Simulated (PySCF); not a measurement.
**C₅H₅FSi: electronic excitations**

What electronic excitations should C₅H₅FSi (`C#CC=C=C[SiH2]F`) show?

Computed with PySCF 2.14.0, with density-fitted response routines of our own, on a single molecule in the gas phase. Atoms are numbered from 0 throughout.

## Step 1: Starting geometry

12 atoms, charge 0, multiplicity 1; geometry from: GFN2-xTB.

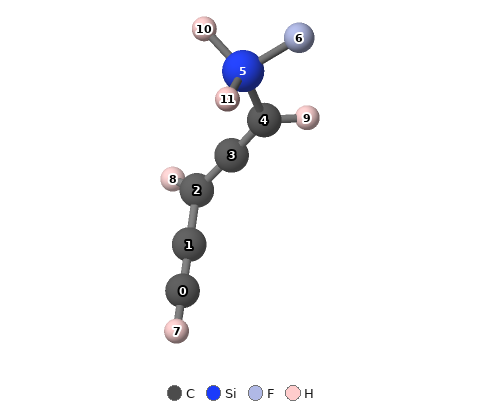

The starting geometry (carbon dark grey, silicon blue, fluorine light blue, hydrogen pink), atoms numbered.

## Step 2: Ultraviolet spectrum: wB97X-D/def2-SVPD

Job settings and geometry (Å):

```
{"job": {"kind": "uv", "xc": "wB97X-D", "basis": "def2-SVPD", "nstates": 8, "ntriplets": 3}, "charge": 0, "multiplicity": 1}
C      3.375479    -0.471740    -0.463366
C      2.392160     0.216646    -0.440565
C      1.242112     1.035740    -0.416200
C      0.156115     0.705827     0.230326
C     -0.936158     0.344802     0.822577
Si    -2.323510    -0.639912     0.015875
F     -3.413200    -0.828616     1.189411
H      4.234855    -1.072174    -0.487025
H      1.308033     1.976635    -0.949962
H     -1.088637     0.614677     1.861480
H     -3.017258     0.104956    -1.025118
H     -1.928793    -1.987526    -0.363460
```

Method: TDDFT wB97X-D/def2-SVPD, vertical, gas phase, core orbitals frozen in the response.

Command:

```console
$ OMP_NUM_THREADS=1 python probes_run.py task.json out
```

This one command runs all jobs of the session in turn.

What will the session give for the following? lowest singlet (wB97X-D/def2-SVPD); brightest single state of those computed; lowest triplet. Wanted: lowest singlet; brightest single state of those computed; lowest triplet.

As calculated:

| quantity | value |
| --- | --- |
| lowest singlet (wB97X-D/def2-SVPD) | 5.03 eV (247 nm), f = 0.000 |
| brightest single state of those computed | state 8, 7.19 eV, f = 0.582 |
| lowest triplet | 3.77 eV |

**Reading.** The lowest singlet, at 5.03 eV, is HOMO→LUMO+1 0.93 and is dark; of the 8 states computed, the strongest absorption comes from state 8 at 7.19 eV (the last computed, so partners may be missing). The lowest triplet lies 1.26 eV below the lowest singlet (triplets in Tamm-Dancoff, singlets in full TDDFT).
